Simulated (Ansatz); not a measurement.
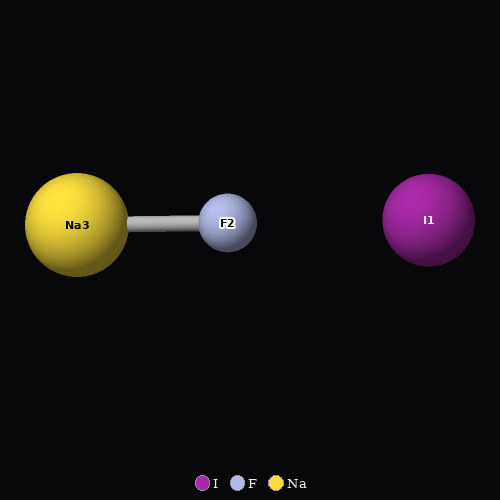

The system is I + FNa, spin multiplicity 2; the picture shows the reference structure. Coordinates scanned: (1) distance I1–F2; (2) distance F2–Na3. Nothing is relaxed (the angle I1–F2–Na3 is fixed at 180 degrees). The grid has 10 × 10 points. Energies: kJ/mol, counted from I far from the relaxed FNa (each part in its own basis). Level of theory: UKS BHLYP-D4/def2-SVPD (Ansatz).

Its coordinates:

```json
{"atom": "I", "x (Å)": "-2.5360", "y (Å)": "0.0000", "z (Å)": "0.0000"}
{"atom": "F", "x (Å)": "0.0000", "y (Å)": "0.0000", "z (Å)": "0.0000"}
{"atom": "Na", "x (Å)": "1.9000", "y (Å)": "0.0000", "z (Å)": "0.0000"}
```

Range: distance I1–F2 from 1.592 to 3.192 Å; distance F2–Na3 from 1.808 to 3.408 Å.

> What will the energy surface look like?

The lowest grid point is at distance I1–F2 = 2.536 Å, distance F2–Na3 = 1.900 Å, −53 kJ/mol from I far from the relaxed FNa (each part in its own basis). No other kind of well shows on this grid. The highest grid point, distance I1–F2 = 1.592 Å, distance F2–Na3 = 1.808 Å, lies 568 kJ/mol above the lowest.

```tsv
distance F2–Na3 ↓, distance I1–F2 →	1.592	1.684	1.818	1.976	2.150	2.337	2.536	2.746	2.965	3.192
3.408	474	325	218	170	147	135	137	148	163	176
3.181	472	322	211	156	126	110	111	121	135	147
2.962	470	318	202	139	101	83	83	92	105	116
2.752	468	314	192	121	75	54	53	61	73	84
2.553	470	312	184	102	50	26	23	31	41	51
2.366	470	310	174	82	24	−2	−6	0	10	19
2.192	471	307	164	63	1	−27	−32	−27	−19	−10
2.034	477	310	160	52	−14	−44	−50	−46	−38	−29
1.900	493	323	167	53	−15	−46	−53	−50	−42	−34
1.808	515	343	183	66	−4	−35	−43	−40	−32	−24
```

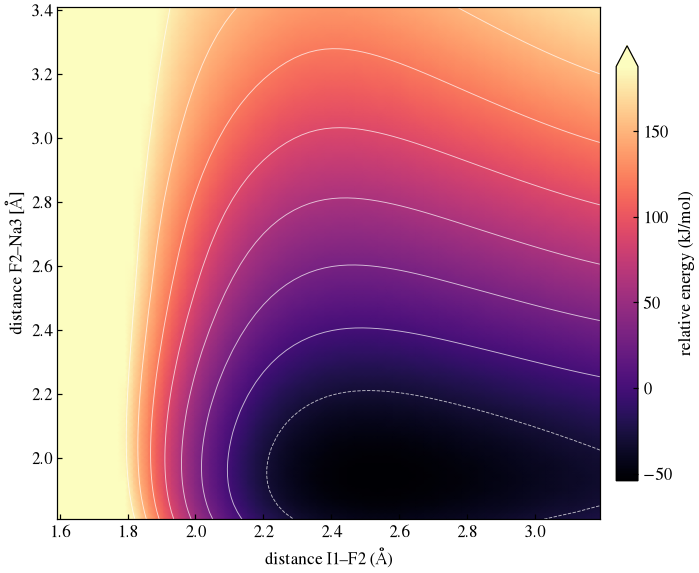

Drawn: a smooth colour map with a few white contour lines, one colour for all values above the top of the scale. Between grid points the surface is interpolated.

The whole map (100 points run) took 11 min on 1 thread of Intel(R) Xeon(R) Platinum 8259CL CPU @ 2.50GHz (Skylake/Cascade Lake), on a shared host.
